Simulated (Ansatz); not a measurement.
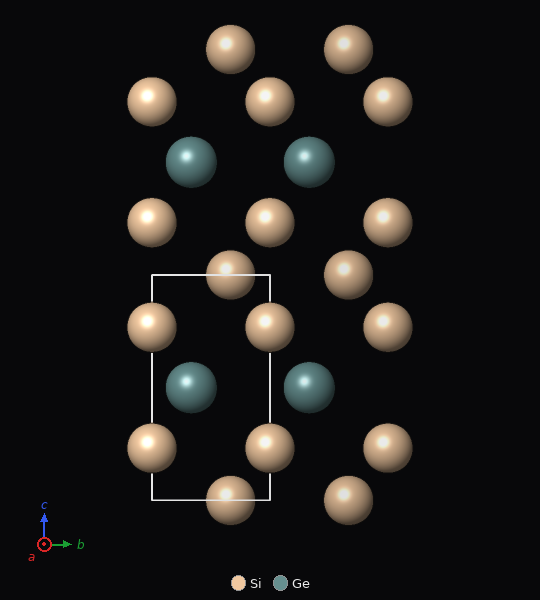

The picture looks along a close-packed row of the hexagonal mesh; c points upwards. Every atom sits on one of the three columns of the mesh; call them A, B, C in the order in which they first turn up. The sequence starts with the first layer at or above the cell's origin.

System Si3Ge (space group P-6m2, No. 187); source of the atomic positions: the input geometry of an electronic-structure calculation (not necessarily at equilibrium); the starting structure was generated, so it need not be a known form of this composition.

Give the sequence of layers in one repeat, with element and column.

Answer. Si(A) – Si(B) – Ge(C) – Si(B) (four layers in 6.03 Å).

How are the Ge and Si layers alone stacked?

Answer. Ge and Si layers alone: ABCB, a mixed type, (ch) in Jagodzinski's notation.
